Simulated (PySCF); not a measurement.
C₅H₁₂NSi (SMILES C[CH]CC/C=N/[SiH3]) (doublet)

```yaml
atoms:
  - { symbol: C, position_ang: [-1.7875, 1.2001, 0.3146] }
  - { symbol: C, position_ang: [-1.9592, -0.1835, 0.7992] }
  - { symbol: C, position_ang: [-1.4896, -1.3258, -0.0026] }
  - { symbol: C, position_ang: [0.0224, -1.6374, 0.2329] }
  - { symbol: C, position_ang: [0.8987, -0.5699, -0.3168] }
  - { symbol: N, position_ang: [1.7349, 0.0385, 0.3916] }
  - { symbol: Si, position_ang: [2.8664, 1.2965, 0.1167] }
  - { symbol: H, position_ang: [-0.7371, 1.5109, 0.3948] }
  - { symbol: H, position_ang: [-2.0592, 1.2820, -0.7390] }
  - { symbol: H, position_ang: [-2.3842, 1.9010, 0.8939] }
  - { symbol: H, position_ang: [-2.1776, -0.3450, 1.8414] }
  - { symbol: H, position_ang: [-2.0452, -2.2285, 0.2629] }
  - { symbol: H, position_ang: [-1.6280, -1.1290, -1.0693] }
  - { symbol: H, position_ang: [0.2518, -2.5720, -0.2850] }
  - { symbol: H, position_ang: [0.2166, -1.7596, 1.2985] }
  - { symbol: H, position_ang: [0.7493, -0.3596, -1.3866] }
  - { symbol: H, position_ang: [2.9578, 1.8204, -1.2545] }
  - { symbol: H, position_ang: [2.4186, 2.3618, 1.0131] }
  - { symbol: H, position_ang: [4.1414, 0.7084, 0.5171] }
```

Geometry: GFN2-xTB.

Method: UKS B3LYP, pcH-1 on C H N Si, non-relativistic, mean-field spin-orbit, GIAO (PySCF 2.14.0, density-fitted response routines).

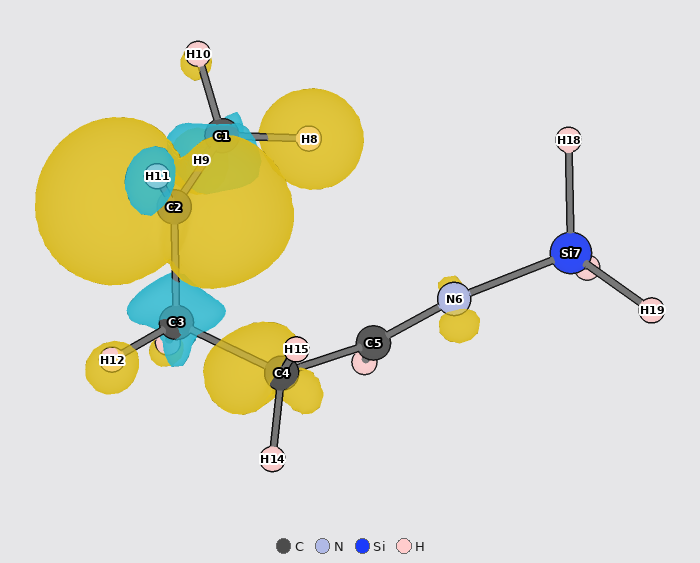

Figure 1. Isosurfaces of the spin density (α minus β) at +0.015 (yellow) and −0.015 e/Å³ (cyan), seen at a tilt.

### Which atoms carry the spin?

The unpaired spin (1 electron) lies mostly on C2 (about 0.7), in electrons by Hirshfeld's partition.

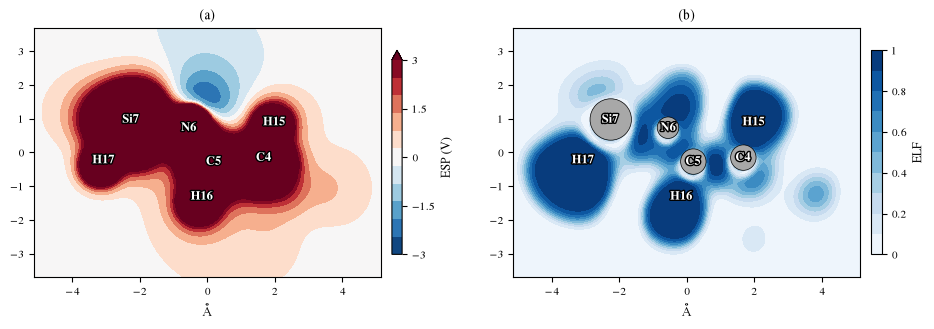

Figure 2. (a) molecular electrostatic potential; (b) electron localisation function on the plane of atoms N6, C5 and H16. Grey discs cover the atomic cores in the ELF map.

### What do the fields say about this system?

Atoms in the plane: C, N, Si and H. C–N (1.25 Å): the ELF peaks at about 0.90 between the atoms (a multiple bond). C–C (1.49 Å): the ELF peaks at about 0.95 between the atoms; a shared electron pair. Si–N (1.71 Å): the ELF peaks at about 0.90 between the atoms, as expected for a shared but strongly polarised pair. C–H (1.09 Å): the ELF is about 1 at the midpoint; an ordinary covalent bond to hydrogen. Si–H (1.47 Å): the ELF climbs to about 1 towards the hydrogen, as it does in any bond to H. Outside the dense part of the molecule the potential is most negative (−2.4 V) near N6.

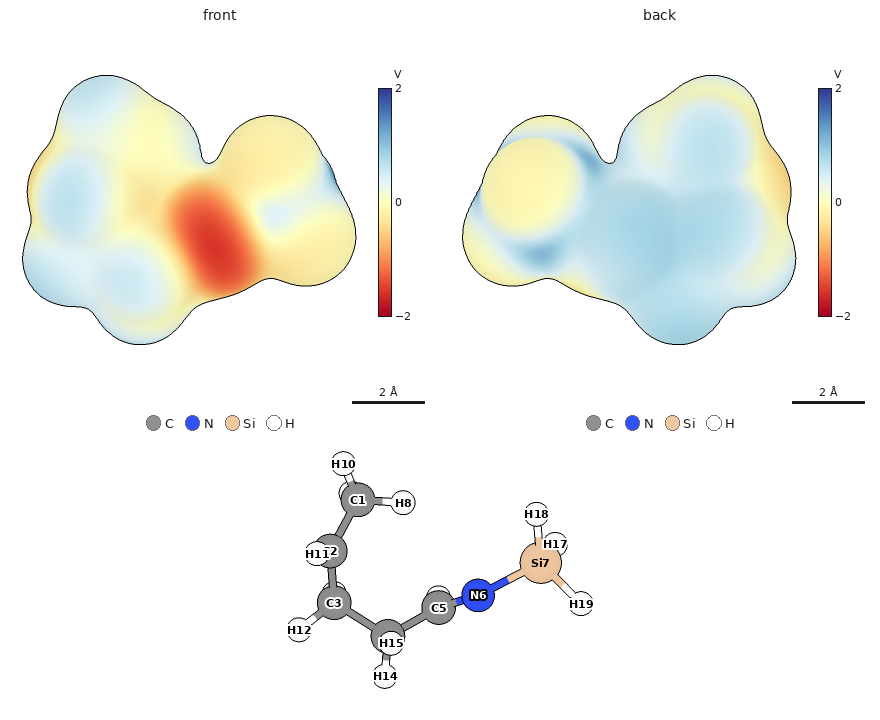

Figure 3. The electrostatic potential painted on the density surface at 0.002 e/bohr³, seen from the front and from behind; red is negative and blue positive. The bare structure is drawn below in the same view.

### Which sites attract a positive test charge, and which a negative one?

A positive charge is drawn to the negative regions and a negative charge to the positive ones. The most negative region (about −1.5 V, or −35 kcal/mol for a unit charge) lies over N6, the most positive (about +1.3 V, or +30 kcal/mol for a unit charge) over Si7. N6 is the likeliest acceptor of a hydrogen bond.
